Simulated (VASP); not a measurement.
Band structure of BaCd₂P₂ (space group P-3m1). Method: r2SCAN meta-GGA, VASP's PBE PAW potentials (set 64) (plane waves; VASP).

Unless said otherwise, spin-orbit coupling is left out, though it shifts the bands of the heavy elements here.

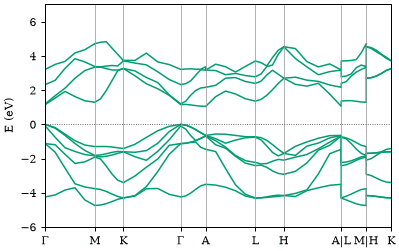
Figure: Bands along high-symmetry lines, zero at the valence-band maximum or, without a gap, the Fermi level

Q: Read the plot: is there a gap, and where are the band edges?

A: The gap is indirect, 1.06 eV, from the valence maximum at Γ to the conduction minimum at A.

The structure comes from a computed database's BaCd2P2 entry (P-3m1); how it stands against other phases isn't given here. It was relaxed first.
